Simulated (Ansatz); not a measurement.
**CH3BF3Ge+ (SMILES [CH3][Ge+]([F])[B](F)F): CCSD/def2-SVP**

What is the vertical ionisation energy of CH3BF3Ge+ at CCSD/def2-SVP? 

The results are computed with Ansatz 0.2.0.

1 further run of the same task is left out (set aside as unsound or not needed).

## 1. The molecule

The species is CH3BF3Ge+ (9 atoms), meant as a singlet with charge +1. SMILES: `[CH3][Ge+]([F])[B](F)F`. The shape comes from GFN2-xTB, which is rough for such elements, and wasn't checked as a minimum.

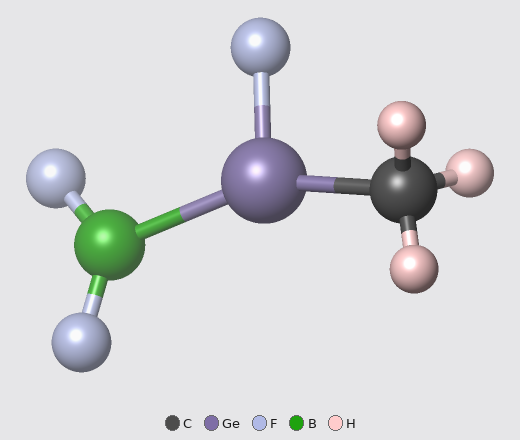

The structure, seen from a chosen angle (carbon dark grey, germanium purple, fluorine light blue, boron green, hydrogen pink).

## 2. The energy at CCSD/def2-SVP

run.yaml reads:

```yaml
crystal:
  periodic: [false, false, false]
  atoms:
    - {symbol: C, position_ang: [-1.827570, -0.232630, -0.019740]}
    - {symbol: Ge, position_ang: [0.127990, 0.202360, -0.000590]}
    - {symbol: F, position_ang: [0.165210, 1.931220, -0.020140]}
    - {symbol: B, position_ang: [2.303130, -0.280720, 0.029180]}
    - {symbol: F, position_ang: [3.084040, 0.724700, 0.087070]}
    - {symbol: F, position_ang: [2.676590, -1.500590, -0.012720]}
    - {symbol: H, position_ang: [-2.003290, -1.308940, -0.075000]}
    - {symbol: H, position_ang: [-2.263930, 0.280640, -0.885140]}
    - {symbol: H, position_ang: [-2.262170, 0.183950, 0.897070]}
basis:
  gaussian: {orbitals: def2-SVP}
total_charge: 1
correlation: {method: ccsd, frozen_orbitals: {B: 1, C: 1, F: 1, Ge: 9, H: 0}}
accuracy: high
scf: {omitted_lower_state_checks: [cluster_reference, increment]}
```

On the command line:

```bash
$ ansatz run run.yaml --threads 1 --pin off --max-ram 2610MiB --events-out events.jsonl --progress --plain --runs-dir runs
```

Standard output:

```text
Warning: RAYON_NUM_THREADS=1 ignored (pool sized by the plan → 1); use --threads N
Functional definition: HF
  name "HF"
  exchange = exact_x
  correlation = 0
these checks for a lower state are left out or cut short: cluster_reference, increment
2541 factors; integrals over basis functions are off by at most 2.5e-8 eV
mean field evaluation 1: about -66314.4016 eV, gradient 6.3e1 eV
mean field evaluation 2: about -66314.4873 eV, gradient 6.3e1 eV
mean field evaluation 4: about -66321.9349 eV, gradient 3.9e0 eV
mean field evaluation 8: about -66322.0085 eV, gradient 4.3e-1 eV
mean field evaluation 16: about -66322.0091 eV, gradient 2.4e-8 eV
mean field -66322.00909790 eV, -2437.2888796754 hartree, gradient 2.4e-8 eV, S^2 0.000000; 0 other end points of the search recorded, 0 dependent functions left out
14 core orbitals not correlated: weight in the atoms' cores, before any rotation towards them, 1.000 or more for the frozen orbitals, at most 0.000 for the correlated occupied ones
reference -66322.00909790 eV, -2437.2888796754 hartree; 22, 22 occupied and 81, 81 virtual orbitals, 2541 factors
second order -26.62850734 eV of doubles, -0.00000000 eV of singles
cycle   1  -26.32084354 eV  change    3.1e-1 eV  update   1.4e-1
cycle   2  -27.00188086 eV  change   -6.8e-1 eV  update   4.3e-2
cycle   3  -27.17792047 eV  change   -1.8e-1 eV  update   2.6e-2
cycle   4  -27.17266057 eV  change    5.3e-3 eV  update   7.4e-3
cycle   5  -27.16362145 eV  change    9.0e-3 eV  update   3.7e-3
cycle   6  -27.16505834 eV  change   -1.4e-3 eV  update   1.2e-3
cycle   7  -27.16507471 eV  change   -1.6e-5 eV  update   5.2e-4
cycle   8  -27.16485693 eV  change    2.2e-4 eV  update   1.8e-4
cycle   9  -27.16491314 eV  change   -5.6e-5 eV  update   7.1e-5
cycle  10  -27.16497249 eV  change   -5.9e-5 eV  update   2.4e-5
cycle  11  -27.16495624 eV  change    1.6e-5 eV  update   8.0e-6
cycle  12  -27.16495924 eV  change   -3.0e-6 eV  update   3.4e-6
cycle  13  -27.16496084 eV  change   -1.6e-6 eV  update   1.1e-6
cycle  14  -27.16496122 eV  change   -3.7e-7 eV  update   4.1e-7
cycle  15  -27.16496167 eV  change   -4.5e-7 eV  update   1.8e-7
cycle  16  -27.16496177 eV  change   -9.9e-8 eV  update   7.3e-8
cycle  17  -27.16496174 eV  change    2.9e-8 eV  update   4.4e-8
cycle  18  -27.16496257 eV  change   -8.3e-7 eV  update   1.3e-7
cycle  19  -27.16496253 eV  change    3.5e-8 eV  update   3.2e-8
cycle  20  -27.16496256 eV  change   -2.6e-8 eV  update   1.2e-8
cycle  21  -27.16496256 eV  change   8.2e-11 eV  update   6.0e-9
cycle  22  -27.16496256 eV  change   4.4e-10 eV  update   3.1e-9
Total energy: -66349.17406046 eV, -2438.2871736363 hartree
Checks for a lower state left out: cluster_reference, increment
```

Run time: 50 s. Hardware: 1 thread of Intel Xeon 6975P-C (Granite Rapids), shared host; peak memory 1.1 GiB.

## 3. Doublet [CH3BF3Ge]2+

run.yaml, as its differences from that of step 2:

```diff
@@ -13,6 +13,13 @@
 basis:
-  gaussian: {orbitals: def2-SVP}
-total_charge: 1
-correlation: {method: ccsd, frozen_orbitals: {B: 1, C: 1, F: 1, Ge: 9, H: 0}}
+  gaussian:
+    orbitals: def2-SVP
+total_charge: 2
+magnetization:
+  spin_polarized: true
+  initial_magnetization: 1
+correlation:
+  method: ccsd
+  frozen_orbitals: {B: 1, C: 1, F: 1, Ge: 9, H: 0}
 accuracy: high
-scf: {omitted_lower_state_checks: [cluster_reference, increment]}
+scf:
+  omitted_lower_state_checks: [cluster_reference, increment]
```

On the command line:

```bash
$ ansatz run run.yaml --threads 1 --pin off --max-ram 2610MiB --events-out events.jsonl --progress --plain --runs-dir runs
```

Standard output:

```text
Warning: RAYON_NUM_THREADS=1 ignored (pool sized by the plan → 1); use --threads N
Functional definition: HF
  name "HF"
  exchange = exact_x
  correlation = 0
these checks for a lower state are left out or cut short: cluster_reference, increment
2540 factors; integrals over basis functions are off by at most 2.5e-8 eV
mean field evaluation 1: about -66292.6510 eV, gradient 5.8e1 eV
mean field evaluation 2: about -66292.7596 eV, gradient 5.8e1 eV
mean field evaluation 4: about -66304.9326 eV, gradient 5.4e0 eV
mean field evaluation 8: about -66305.1505 eV, gradient 7.4e-1 eV
mean field evaluation 16: about -66305.1636 eV, gradient 2.9e-8 eV
mean field evaluation 32: about -66294.4228 eV, gradient 4.9e1 eV
mean field -66305.16356704 eV, -2436.6698178346 hartree, gradient 4.5e-8 eV, S^2 0.814399; 3 other end points of the search recorded, 0 dependent functions left out
14 core orbitals not correlated: weight in the atoms' cores, before any rotation towards them, 1.000 or more for the frozen orbitals, at most 0.000 for the correlated occupied ones
reference -66305.16356704 eV, -2436.6698178346 hartree; 22, 21 occupied and 81, 82 virtual orbitals, 2540 factors
second order -26.29517412 eV of doubles, -0.00000000 eV of singles
cycle   1  -25.79666943 eV  change    5.0e-1 eV  update   1.8e-1
cycle   2  -26.59321094 eV  change   -8.0e-1 eV  update   6.6e-2
cycle   3  -26.84705026 eV  change   -2.5e-1 eV  update   4.7e-2
cycle   4  -26.87857656 eV  change   -3.2e-2 eV  update   2.1e-2
cycle   5  -26.85987969 eV  change    1.9e-2 eV  update   1.3e-2
cycle   6  -26.86631564 eV  change   -6.4e-3 eV  update   7.0e-3
cycle   7  -26.87212800 eV  change   -5.8e-3 eV  update   4.2e-3
cycle   8  -26.87253743 eV  change   -4.1e-4 eV  update   2.0e-3
cycle   9  -26.87270371 eV  change   -1.7e-4 eV  update   9.2e-4
cycle  10  -26.87304462 eV  change   -3.4e-4 eV  update   3.7e-4
cycle  11  -26.87271236 eV  change    3.3e-4 eV  update   1.9e-4
cycle  12  -26.87282025 eV  change   -1.1e-4 eV  update   1.2e-4
cycle  13  -26.87279120 eV  change    2.9e-5 eV  update   7.0e-5
cycle  14  -26.87283175 eV  change   -4.1e-5 eV  update   4.5e-5
cycle  15  -26.87286617 eV  change   -3.4e-5 eV  update   2.8e-5
cycle  16  -26.87287410 eV  change   -7.9e-6 eV  update   1.4e-5
cycle  17  -26.87287908 eV  change   -5.0e-6 eV  update   9.3e-6
cycle  18  -26.87287265 eV  change    6.4e-6 eV  update   4.6e-6
cycle  19  -26.87287107 eV  change    1.6e-6 eV  update   2.6e-6
cycle  20  -26.87287159 eV  change   -5.2e-7 eV  update   1.5e-6
cycle  21  -26.87287231 eV  change   -7.2e-7 eV  update   9.5e-7
cycle  22  -26.87287273 eV  change   -4.2e-7 eV  update   5.0e-7
cycle  23  -26.87287274 eV  change   -4.7e-9 eV  update   3.1e-7
cycle  24  -26.87287263 eV  change    1.1e-7 eV  update   1.9e-7
cycle  25  -26.87287264 eV  change   -1.3e-8 eV  update   9.8e-8
cycle  26  -26.87287262 eV  change    2.4e-8 eV  update   6.7e-8
cycle  27  -26.87287310 eV  change   -4.9e-7 eV  update   1.4e-7
cycle  28  -26.87287310 eV  change    9.5e-9 eV  update   4.9e-8
cycle  29  -26.87287315 eV  change   -5.6e-8 eV  update   3.0e-8
cycle  30  -26.87287319 eV  change   -3.8e-8 eV  update   1.8e-8
cycle  31  -26.87287320 eV  change   -9.6e-9 eV  update   1.1e-8
cycle  32  -26.87287321 eV  change   -8.7e-9 eV  update   5.3e-9
cycle  33  -26.87287321 eV  change   9.6e-10 eV  update   2.5e-9
Total energy: -66332.03644025 eV, -2437.6573777099 hartree
Checks for a lower state left out: cluster_reference, increment
```

Run time: 3.9 min. Hardware: 1 thread of Intel Xeon 6975P-C (Granite Rapids), shared host; peak memory 2.3 GiB.

## 4. What came out

Level: CCSD/def2-SVP, 14 core orbitals frozen.

| quantity | value |
| --- | --- |
| singlet CH3BF3Ge+: total energy | -2438.28717 Eh |
| singlet CH3BF3Ge+: correlation energy (14 core orbitals frozen) | -998.3 mEh |
| singlet CH3BF3Ge+: T1 diagnostic | 0.016 |
| doublet [CH3BF3Ge]2+: total energy | -2437.65738 Eh |
| doublet [CH3BF3Ge]2+: correlation energy (14 core orbitals frozen) | -987.6 mEh |
| doublet [CH3BF3Ge]2+: ⟨S²⟩ of the reference determinant | 0.814 |
| doublet [CH3BF3Ge]2+: T1 diagnostic | 0.027 |
| vertical ionisation energy (to the doublet dication) | 17.138 eV |

Removing an electron at fixed nuclei costs 17.14 eV (395 kcal/mol).
